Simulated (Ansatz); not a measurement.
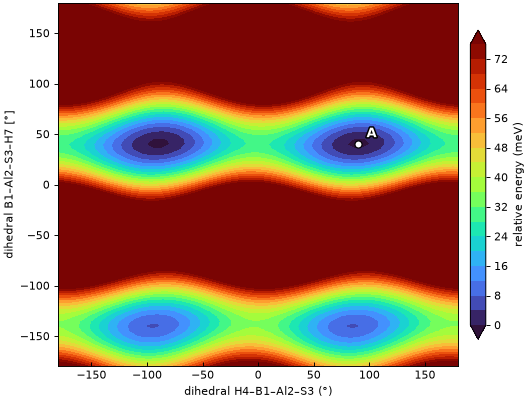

AlBH5S, SMILES [BH2][AlH][SH2+], charge +1. The first coordinate is: dihedral H4–B1–Al2–S3; the second: dihedral B1–Al2–S3–H7. Nothing is relaxed (all other coordinates rigid). The grid has 15 × 15 points. Points are written as (first, second). Energies: meV, counted from the lowest grid point. Level of theory: RHF/def2-TZVP (Ansatz 0.2.0).

In the figure: filled contours, one colour for all values above the top of the scale, the point A. Between grid points the surface is interpolated.

Find the lowest pass out of the well at A.

Answer. The easiest path leads from the well at about (90°, 40°) to a well of about the same depth at about (−90°, 40°). Its highest point lies about 30 meV above the bottom of the first well on the interpolated surface, at about (0°, 40°). The start is the relaxed structure and all else is held, so a fully relaxed path at this level can only be lower.

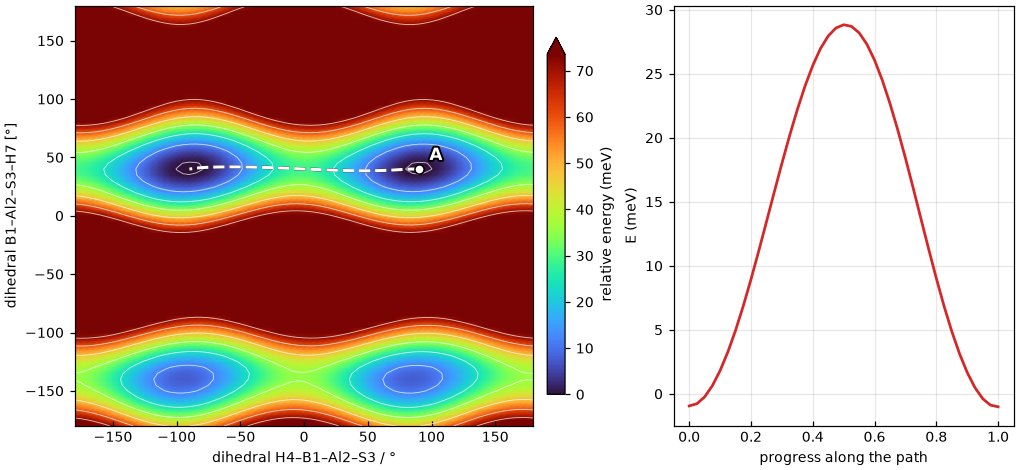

Drawn: a smooth colour map with a few white contour lines, a line along the lowest path, one colour for all values above the top of the scale, the energy along the path at the right. Between grid points the surface is interpolated.
